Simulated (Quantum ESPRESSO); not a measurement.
# Collinear magnetic orders of NiSO4 with Quantum ESPRESSO

Wanted: the moments of NiSO4 and the energy of each order that was tried.

Program: Quantum ESPRESSO 7.5. Level of theory: PBEsol with U = 6 eV on Ni d (ortho-atomic projectors); plane waves with GBRV 1.5 PBEsol potentials, no spin-orbit coupling. Results are calculated unless marked as measured.

## Step 1: Set-up

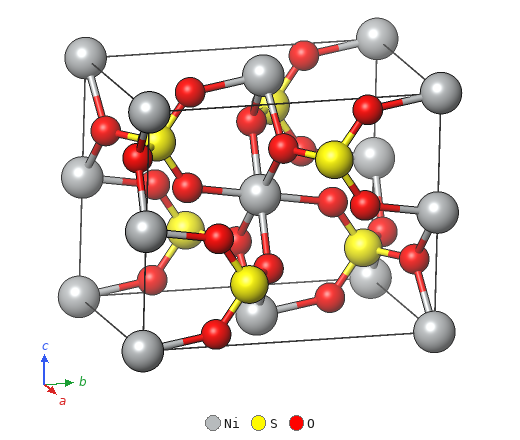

The starting structure, seen slightly off an axis (nickel light grey, sulfur yellow, oxygen red). This picture shows the conventional cell, with its axes. Some periodic images of atoms are drawn too.

The cell comes from the Crystallography Open Database.

## Step 2: Start 1: ferro ++

The signs are those of the starting moments on the seeded atoms, the atoms that are given a moment.

pw.in

```
&CONTROL
  calculation = 'scf'
  prefix = 'pwscf'
  outdir = './tmp'
  pseudo_dir = './pseudo'
  disk_io = 'nowf'
/
&SYSTEM
  ibrav = 0
  nat = 12
  ntyp = 3
  ecutwfc = 40
  ecutrho = 280
  nbnd = 65
  occupations = 'smearing'
  smearing = 'fd'
  degauss = 0.00367493
  nspin = 2
  starting_magnetization(1) = 0.1111
  starting_magnetization(2) = 0
  starting_magnetization(3) = 0
/
&ELECTRONS
  conv_thr = 2.4d-08
  electron_maxstep = 150
  mixing_beta = 0.3
/
ATOMIC_SPECIES
Ni     58.6934 ni_pbesol_v1.4.uspp.F.UPF
S      32.0600 s_pbesol_v1.4.uspp.F.UPF
O      15.9990 o_pbesol_v1.2.uspp.F.UPF
CELL_PARAMETERS angstrom
   2.5775000000   -3.9210000000    0.0000000000
   2.5775000000    3.9210000000    0.0000000000
   0.0000000000    0.0000000000    6.3380000000
ATOMIC_POSITIONS crystal
Ni      0.0000000000    0.0000000000    0.0000000000
Ni      0.0000000000    0.0000000000    0.5000000000
S       0.6400000000    0.3600000000    0.2500000000
S       0.3600000000    0.6400000000    0.7500000000
O       0.7500000000    0.2500000000    0.0500000000
O       0.2500000000    0.7500000000    0.5500000000
O       0.2500000000    0.7500000000    0.9500000000
O       0.7500000000    0.2500000000    0.4500000000
O       0.7700000000    0.7300000000    0.2500000000
O       0.2300000000    0.2700000000    0.7500000000
O       0.7300000000    0.7700000000    0.7500000000
O       0.2700000000    0.2300000000    0.2500000000
K_POINTS automatic
6 6 6 0 0 0
HUBBARD {ortho-atomic}
U Ni-3d 6.0000
```

Started as:

```console
> OMP_NUM_THREADS=1 mpirun -n 4 pw.x -nk 4 -in pw.in > pw.out
```

What it wrote:

```text
Program PWSCF v.7.5 starts

     Message from routine setup:
     using ibrav=0 with symmetry is DISCOURAGED, use correct ibrav instead

     K-points division:     npool     =       4
     Subspace diagonalization in iterative solution of the eigenvalue problem:

     G-vector sticks info
     --------------------
     sticks:   dense  smooth     PW     G-vecs:    dense   smooth      PW
     Sum        1607     911    279                68401    29479    5077

     Using Slab Decomposition

     bravais-lattice index     =            0
     lattice parameter (alat)  =       8.8672  a.u.
     unit-cell volume          =     864.5186 (a.u.)^3
     number of atoms/cell      =           12
     number of atomic types    =            3
     number of electrons       =        96.00
     number of Kohn-Sham states=           65
     kinetic-energy cutoff     =      40.0000  Ry
     charge density cutoff     =     280.0000  Ry
     scf convergence threshold =      2.4E-08
     mixing beta               =       0.3000
     number of iterations used =            8  plain     mixing
     Exchange-correlation= SLA  PW   PSX  PSC
                           (   1   4  10   8   0   0   0)
     Hubbard projectors: ortho-atomic
     Hubbard parameters of DFT+U (Dudarev formulation) in eV:
     U(Ni-3d) =  6.0000

     Internal variables: lda_plus_u =T, lda_plus_u_kind = 0

     Internal variables: orbital_resolved =F, hub_pot_fix =F, apply_U = F

     celldm(1)=   8.867176  celldm(2)=   0.000000  celldm(3)=   0.000000
     celldm(4)=   0.000000  celldm(5)=   0.000000  celldm(6)=   0.000000

     crystal axes: (cart. coord. in units of alat)
               a(1) = (   0.549303  -0.835623   0.000000 )
               a(2) = (   0.549303   0.835623   0.000000 )
               a(3) = (   0.000000   0.000000   1.350721 )

     reciprocal axes: (cart. coord. in units 2 pi/alat)
               b(1) = (  0.910244 -0.598356  0.000000 )
               b(2) = (  0.910244  0.598356 -0.000000 )
               b(3) = ( -0.000000  0.000000  0.740345 )

     PseudoPot. # 1 for Ni read from file:
     ni_pbesol_v1.4.uspp.F.UPF
     Pseudo is Ultrasoft + core correction, Zval = 18.0
     Generated by new atomic code, or converted to UPF format
     Using radial grid of  865 points,  6 beta functions with:
                l(1) =   0
                l(2) =   0
                l(3) =   1
                l(4) =   1
                l(5) =   2
                l(6) =   2
     Q(r) pseudized with 10 coefficients,  rinner =    0.980   0.980   0.980
                                                       0.980   0.980

     PseudoPot. # 2 for S  read from file:
     s_pbesol_v1.4.uspp.F.UPF
     Pseudo is Ultrasoft + core correction, Zval =  6.0
     Generated by new atomic code, or converted to UPF format
     Using radial grid of  907 points,  6 beta functions with:
                l(1) =   0
                l(2) =   0
                l(3) =   1
                l(4) =   1
                l(5) =   2
                l(6) =   2
     Q(r) pseudized with  8 coefficients,  rinner =    1.300   1.300   1.300
                                                       1.300   1.300

     PseudoPot. # 3 for O  read from file:
     o_pbesol_v1.2.uspp.F.UPF
     Pseudo is Ultrasoft + core correction, Zval =  6.0
     Generated by new atomic code, or converted to UPF format
     Using radial grid of  737 points,  5 beta functions with:
                l(1) =   0
                l(2) =   0
                l(3) =   1
                l(4) =   1
                l(5) =   2
     Q(r) pseudized with  8 coefficients,  rinner =    0.900   0.900   0.900
                                                       0.900   0.900

     atomic species   valence    mass     pseudopotential
     Ni               18.00    58.69340     Ni( 1.00)
     S                 6.00    32.06000     S ( 1.00)
     O                 6.00    15.99900     O ( 1.00)

     Starting magnetic structure
     atomic species   magnetization
     Ni              0.111
     S               0.000
     O               0.000

      8 Sym. Ops., with inversion, found ( 4 have fractional translation)

   Cartesian axes

     site n.     atom                  positions (alat units)
         1        Ni     tau(   1) = (   0.0000000   0.0000000   0.0000000  )
         2        Ni     tau(   2) = (   0.0000000   0.0000000   0.6753607  )
         3        S      tau(   3) = (   0.5493033  -0.2339744   0.3376804  )
         4        S      tau(   4) = (   0.5493033   0.2339744   1.0130411  )
         5        O      tau(   5) = (   0.5493033  -0.4178115   0.0675361  )
         6        O      tau(   6) = (   0.5493033   0.4178115   0.7428968  )
         7        O      tau(   7) = (   0.5493033   0.4178115   1.2831854  )
         8        O      tau(   8) = (   0.5493033  -0.4178115   0.6078246  )
         9        O      tau(   9) = (   0.8239550  -0.0334249   0.3376804  )
        10        O      tau(  10) = (   0.2746517   0.0334249   1.0130411  )
        11        O      tau(  11) = (   0.8239550   0.0334249   1.0130411  )
        12        O      tau(  12) = (   0.2746517  -0.0334249   0.3376804  )

     number of k points=    52  Fermi-Dirac smearing, width (Ry)=  0.0037
                       cart. coord. in units 2pi/alat
        k(    1) = (   0.0000000   0.0000000   0.0000000), wk =   0.0046296
        k(    2) = (   0.0000000   0.0000000   0.1233908), wk =   0.0092593
        k(    3) = (   0.0000000   0.0000000   0.2467817), wk =   0.0092593
        k(    4) = (   0.0000000   0.0000000  -0.3701725), wk =   0.0046296
        k(    5) = (   0.1517073   0.0997260   0.0000000), wk =   0.0185185
        [... 47 further k-points ...]

     Dense  grid:    68401 G-vectors     FFT dimensions: (  48,  48,  64)

     Smooth grid:    29479 G-vectors     FFT dimensions: (  36,  36,  50)

     Check: negative core charge=   -0.000007
     Generating pointlists ...
     new r_m :   0.1746 (alat units)  1.5481 (a.u.) for type    1
     new r_m :   0.1348 (alat units)  1.1952 (a.u.) for type    2
     new r_m :   0.1348 (alat units)  1.1952 (a.u.) for type    3

     Initial potential from superposition of free atoms

     starting charge      91.9999, renormalised to      96.0000

     STARTING HUBBARD OCCUPATIONS:

     =================== HUBBARD OCCUPATIONS ===================
     ------------------------ ATOM    1 ------------------------
     Tr[ns(  1)] (up, down, total) =   5.00000  3.00000  8.00000
     Atomic magnetic moment for atom   1 =   2.00000
     [... lines left out ...]
     ------------------------ ATOM    2 ------------------------
     Tr[ns(  2)] (up, down, total) =   5.00000  3.00000  8.00000
     Atomic magnetic moment for atom   2 =   2.00000
     [... lines left out ...]
     Number of occupied Hubbard levels =   16.0000

     Atomic wfc used for Hubbard projectors are orthogonalized

     Starting wfcs are   66 randomized atomic wfcs

     Self-consistent Calculation

     iteration #  1     ecut=    40.00 Ry     beta= 0.30
     Davidson diagonalization with overlap
     ethr =  1.00E-02,  avg # of iterations =  4.8

     =================== HUBBARD OCCUPATIONS ===================
     ------------------------ ATOM    1 ------------------------
     Tr[ns(  1)] (up, down, total) =   4.76439  2.40580  7.17020
     Atomic magnetic moment for atom   1 =   2.35859
     [... lines left out ...]
     ------------------------ ATOM    2 ------------------------
     Tr[ns(  2)] (up, down, total) =   4.76439  2.40580  7.17020
     Atomic magnetic moment for atom   2 =   2.35859
     [... lines left out ...]
     Number of occupied Hubbard levels =   14.3404

     total energy              =    -989.13527012 Ry
     estimated scf accuracy    <      10.06700314 Ry

     total magnetization       =     4.56 Bohr mag/cell
     absolute magnetization    =     5.13 Bohr mag/cell

     iteration #  2     ecut=    40.00 Ry     beta= 0.30
     Davidson diagonalization with overlap
     ethr =  1.00E-02,  avg # of iterations =  2.2

     total energy              =    -991.35513225 Ry
     estimated scf accuracy    <       1.65853099 Ry

     total magnetization       =     3.95 Bohr mag/cell
     absolute magnetization    =     4.02 Bohr mag/cell

     iteration #  3     ecut=    40.00 Ry     beta= 0.30
     Davidson diagonalization with overlap
     ethr =  1.73E-03,  avg # of iterations =  1.8

     total energy              =    -991.59671599 Ry
     estimated scf accuracy    <       0.18529705 Ry

     total magnetization       =     4.00 Bohr mag/cell
     absolute magnetization    =     4.09 Bohr mag/cell

     [... further iterations left out ...]

     iteration # 15     ecut=    40.00 Ry     beta= 0.30
     Davidson diagonalization with overlap
     ethr =  4.97E-10,  avg # of iterations =  1.0

     total energy              =    -991.63967432 Ry
     estimated scf accuracy    <       0.00000023 Ry

     total magnetization       =     4.00 Bohr mag/cell
     absolute magnetization    =     4.09 Bohr mag/cell

     iteration # 16     ecut=    40.00 Ry     beta= 0.30
     Davidson diagonalization with overlap
     ethr =  2.36E-10,  avg # of iterations =  1.8

     total energy              =    -991.63967482 Ry
     estimated scf accuracy    <       0.00000011 Ry

     total magnetization       =     4.00 Bohr mag/cell
     absolute magnetization    =     4.09 Bohr mag/cell

     iteration # 17     ecut=    40.00 Ry     beta= 0.30
     Davidson diagonalization with overlap
     ethr =  1.17E-10,  avg # of iterations =  2.0

     total energy              =    -991.63967538 Ry
     estimated scf accuracy    <       0.00000004 Ry

     total magnetization       =     4.00 Bohr mag/cell
     absolute magnetization    =     4.09 Bohr mag/cell

     iteration # 18     ecut=    40.00 Ry     beta= 0.30
     Davidson diagonalization with overlap
     ethr =  3.80E-11,  avg # of iterations =  1.7

     Magnetic moment per site  (integrated on atomic sphere of radius R)
     atom   1 (R=0.175)  charge= 15.3554  magn=  1.7166
     atom   2 (R=0.175)  charge= 15.3554  magn=  1.7166
     atom   3 (R=0.135)  charge=  1.3623  magn=  0.0104
     atom   4 (R=0.135)  charge=  1.3623  magn=  0.0104
     atom   5 (R=0.135)  charge=  4.2013  magn=  0.0239
     atom   6 (R=0.135)  charge=  4.2013  magn=  0.0239
     atom   7 (R=0.135)  charge=  4.2013  magn=  0.0239
     atom   8 (R=0.135)  charge=  4.2013  magn=  0.0239
     atom   9 (R=0.135)  charge=  4.1840  magn=  0.0548
     atom  10 (R=0.135)  charge=  4.1840  magn=  0.0548
     atom  11 (R=0.135)  charge=  4.1840  magn=  0.0548
     atom  12 (R=0.135)  charge=  4.1840  magn=  0.0548

     End of self-consistent calculation

     =================== HUBBARD OCCUPATIONS ===================
     ------------------------ ATOM    1 ------------------------
     Tr[ns(  1)] (up, down, total) =   4.97237  3.21309  8.18546
     Atomic magnetic moment for atom   1 =   1.75927
     [... lines left out ...]
     ------------------------ ATOM    2 ------------------------
     Tr[ns(  2)] (up, down, total) =   4.97237  3.21309  8.18546
     Atomic magnetic moment for atom   2 =   1.75927
     [... lines left out ...]
     Number of occupied Hubbard levels =   16.3709

     Number of k-points >= 100: set verbosity='high' to print the bands.

     the Fermi energy is     8.0825 ev

!    total energy              =    -991.63967560 Ry
     estimated scf accuracy    <       0.00000001 Ry
     smearing contrib. (-TS)   =      -0.00000000 Ry
     internal energy E=F+TS    =    -991.63967560 Ry

     The total energy is F=E-TS. E is the sum of the following terms:
     one-electron contribution =    -699.42542236 Ry
     hartree contribution      =     397.13136386 Ry
     xc contribution           =    -144.96076042 Ry
     ewald contribution        =    -544.50167412 Ry
     Hubbard energy            =       0.11681743 Ry

     total magnetization       =     4.00 Bohr mag/cell
     absolute magnetization    =     4.09 Bohr mag/cell

     convergence has been achieved in  18 iterations

=------------------------------------------------------------------------------=
   JOB DONE.
=------------------------------------------------------------------------------=
```

The job ended after 3.3 min (4 MPI ranks of Arm Neoverse V2, shared host; peak memory 1.1 GiB; 13 min of CPU time).

Spin moment in the atom's sphere by atom:

```
atom  spin moment in the atom's sphere (μB)
 Ni1                                   1.72
 Ni2                                   1.72
  S3                                   0.01
  S4                                   0.01
  O5                                   0.02
  O6                                   0.02
  O7                                   0.02
  O8                                   0.02
  O9                                   0.05
 O10                                   0.05
 O11                                   0.05
 O12                                   0.05
```

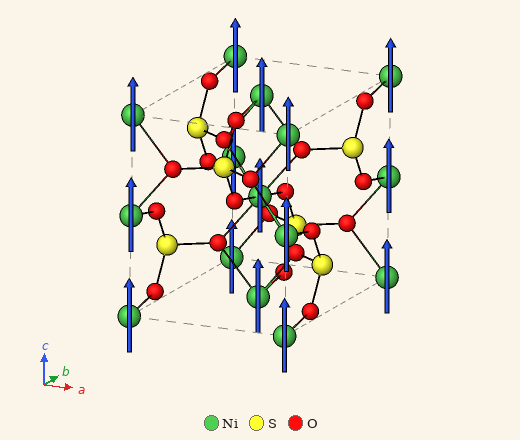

Spin moment in the atom's sphere as arrows, the longest 1.72 μB. Up and down stand for the sign. Arrows give size and sign along the axis of quantisation, drawn up and down the page. Some periodic images of atoms are drawn too.

This step gave:

- smearing term TS: 3.58e-14 eV
- magnetization: 4 μB
- absolute magnetization: 4.086 μB
- final state: ferromagnetic

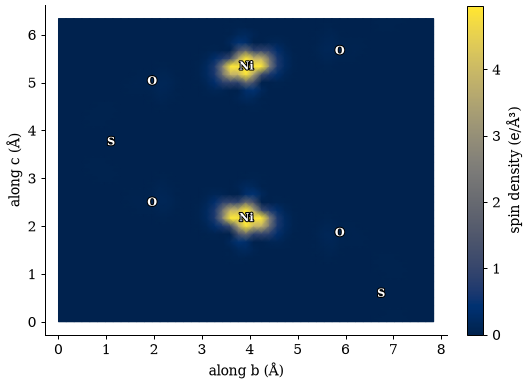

Spin density in the bc plane of the conventional cell at fractional x = 0.000, with atoms of Ni and S and O within 0.2 Å of it. The map starts off the cell's origin, so that atoms lie inside it.

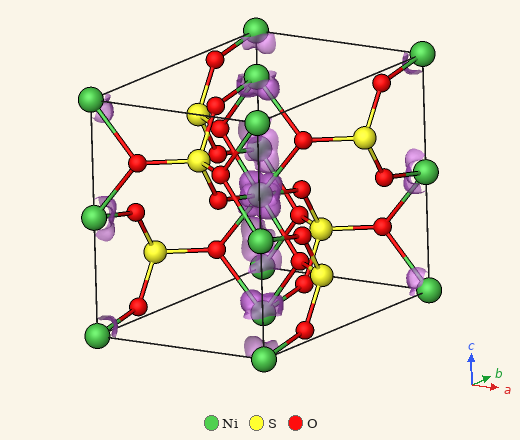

Surface of spin density = 0.44 e/Å³, which holds about 70 % of the integral of its size.

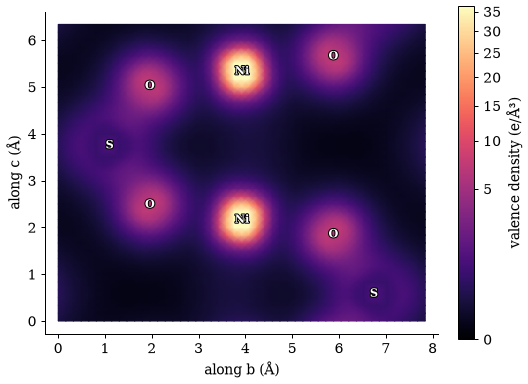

Valence density in the bc plane of the conventional cell at fractional x = 0.000, with atoms of Ni and S and O within 0.2 Å of it. It is the smooth field of the valence electrons, not physical close to the nuclei. The map starts off the cell's origin, so that atoms lie inside it. The colour scale is stretched toward low values.

(Continued in part 2 of 3.)

[Logs and program files are shortened in this print: banners, set-up blocks, solver, clock and traceback lines can be left out without a mark of their own.]

[Logs are printed without paths, hosts, clocks, repeated set-up lines and the standing remarks that a program may print on its own settings, such as how far it seeks lower states.]

[Hosts, paths, dates, database ids (printed as entryN), source tags and the programs' standing remarks are cut or masked in the printed files.]

[Where a cell is said to come from a database of computed structures, the database is the Materials Project.]
